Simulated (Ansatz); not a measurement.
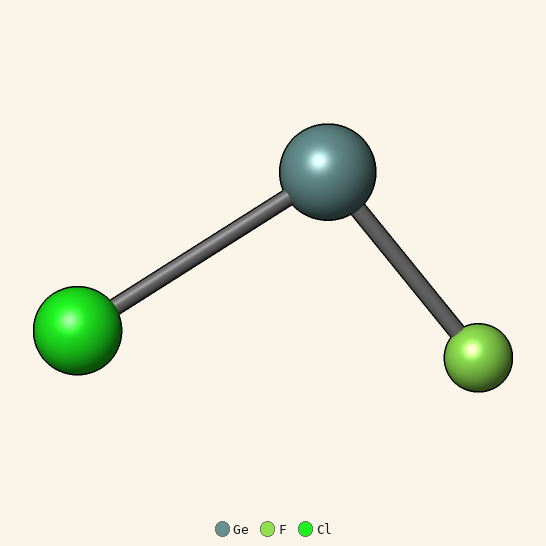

Sticks follow a distance rule. Harmonic vibrations computed with RKS PBE0-D4/def2-TZVP (Ansatz 0.2.0) at a stationary point of the same level.

Question: Minimum or transition state?

Answer: A minimum: no imaginary frequency, and the lowest mode lies at 207 cm⁻¹.

Question: List the wavenumbers.

Answer: 3 modes: 207, 404, 675 cm⁻¹.
